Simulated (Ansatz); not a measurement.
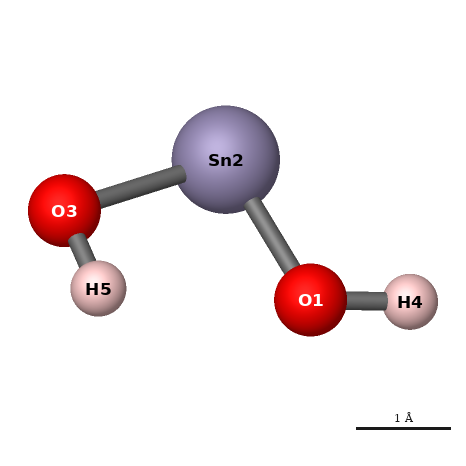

Figure made from data computed with Ansatz.

Numbered structure. Geometry: atoms displaced at random (about 0.09 Å) from a stationary point of PBE0-D4.

What are the angles Sn2–O1–H4, O1–Sn2–O3, Sn2–O3–H5?

```csv
angle,degrees
Sn2–O1–H4,111.5
O1–Sn2–O3,91.5
Sn2–O3–H5,99.2
```
